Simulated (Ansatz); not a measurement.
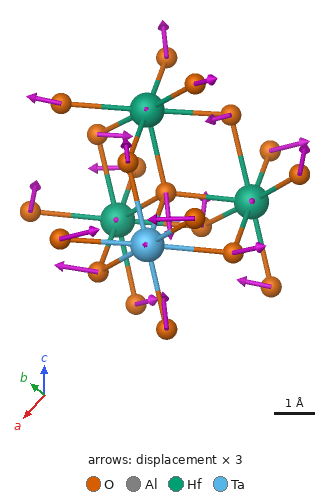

A relaxation of crystalline Hf6TaAlO16 (a generated structure, set up in P1) (coarse preliminary run). The starting structure is drawn; purple arrows show the displacements (the part carried along by the change of the cell is left out), magnified 3 times.

The picture is a ball-and-stick view of the atoms within 4.2 Å of the atom that moves most (axes of the larger cell on standard axes (2 times the calculation's cell)), seen from a free direction.

Case: elements placed on the fluorite lattice with unlike neighbours.

All numbers below come from DFT PBE, scalar-relativistic, plane waves, PAW (Ansatz 0.2.0).

Input file:
```yaml
crystal:
  lattice:
    - [-5.12557136, 5.12557136, 0.0]
    - [-5.12557136, 0.0, 5.12557136]
    - [0.0, 5.12557136, 5.12557136]
  atoms:
    - { symbol: O, position: [0.8802375632, 0.8722852837, 0.3758104447] }
    - { symbol: O, position: [0.3766229808, 0.8707589504, 0.3745613492] }
    - { symbol: O, position: [0.8741639241, 0.374023896, 0.3713322606] }
    - { symbol: O, position: [0.8675012761, 0.8784906203, 0.8773221691] }
    - { symbol: O, position: [0.3774190202, 0.3773731518, 0.3737768666] }
    - { symbol: O, position: [0.3802545976, 0.8721756204, 0.8766989571] }
    - { symbol: O, position: [0.8760232827, 0.3797734794, 0.8745207541] }
    - { symbol: O, position: [0.3703427624, 0.3808282954, 0.872735214] }
    - { symbol: O, position: [0.6284285078, 0.6170967843, 0.1339037644] }
    - { symbol: O, position: [0.1262174422, 0.6242262533, 0.1257998656] }
    - { symbol: O, position: [0.6299750893, 0.1243432768, 0.1310824945] }
    - { symbol: O, position: [0.6249258354, 0.6211472902, 0.6286802083] }
    - { symbol: O, position: [0.120752751, 0.1264517385, 0.1245151802] }
    - { symbol: O, position: [0.1253425731, 0.6328655202, 0.6227369304] }
    - { symbol: O, position: [0.6275841602, 0.1276256845, 0.6259578373] }
    - { symbol: O, position: [0.1260816355, 0.1307478658, 0.6239871869] }
    - { symbol: Al, position: [0.0035131819, 0.9985042283, 0.9992936178] }
    - { symbol: Hf, position: [0.5014551763, 0.0039598093, 0.9998777469] }
    - { symbol: Hf, position: [0.9958205377, 0.4956893623, 0.0036778325] }
    - { symbol: Hf, position: [0.5020367741, 0.4984061858, 0.9990667008] }
    - { symbol: Hf, position: [0.5005675955, 0.0030378811, 0.4972943166] }
    - { symbol: Hf, position: [0.0003213215, 0.4976887849, 0.5035149641] }
    - { symbol: Hf, position: [0.4978287951, 0.5033656766, 0.4985548851] }
    - { symbol: Ta, position: [0.9973966561, 0.9988399298, 0.4986248595] }
  symmetry: { detect: false }
basis:
  ecutwfc: 420
kpoints:
  mp_grid: { grid: [2, 2, 2], shift: [0.5, 0.5, 0.5] }
hamiltonian:
  xc: pbe
scf:
  occupations: { method: gaussian, width: 0.1 }
  lower_state_search: "off"
output:
  forces: true
  stress: true
  eigenvalues: true
relax:
  adjacent_minimum: "off"
  f_tol: 0.04
  max_steps: 50
  cell: { stress_tol: 0.3 }
```

Command:
```bash
ansatz run input.yaml --threads 4 --pin off --max-ram 9216MiB --backend cpu --events-out ev --progress --plain --runs-dir out
```

What happened in the run?

Answer. Over 7 accepted moves (8 points after the start) the energy falls by 147 meV per atom. The largest force component goes from 1.3 to 0.027 eV/Å. Pressure: −10.00 GPa at the start and −0.14 GPa at the end. At 1 point the geometry stayed and the basis and grid were re-selected for the new cell (energy shift of 1.0 meV per atom at most each time). The largest moves relative to the cell, 0.41 Å, are those of O1 and O2. O2 goes roughly along −c. Largest moves by element: O 0.41 Å, Hf 0.05 Å, Ta 0.05 Å, Al 0.04 Å. The drawn cell changes as follows: a 10.251 → 10.205 Å (−0.4 %), b 10.251 → 10.041 Å (−2.1 %), c 7.249 → 7.261 Å (+0.2 %); the volume changes by −2.2 %. Among the contacts that change: O2–Hf23 2.174 → 2.574 Å, O3–Hf23 2.228 → 2.567 Å, O4–Ta24 2.242 → 1.925 Å, O13–Ta24 2.214 → 2.478 Å. Bond angles that change, for instance: Hf21–O2–Hf23 110.4° → 96.8°, Hf18–O2–Hf23 111.1° → 98.8°, Hf18–O2–Ta24 109.1° → 120.5°. The space group stays P1 (No. 1). The run took 45 s on 4 threads of Intel(R) Xeon(R) 6975P-C (Granite Rapids) (shared host), peak memory 1.2 GiB.
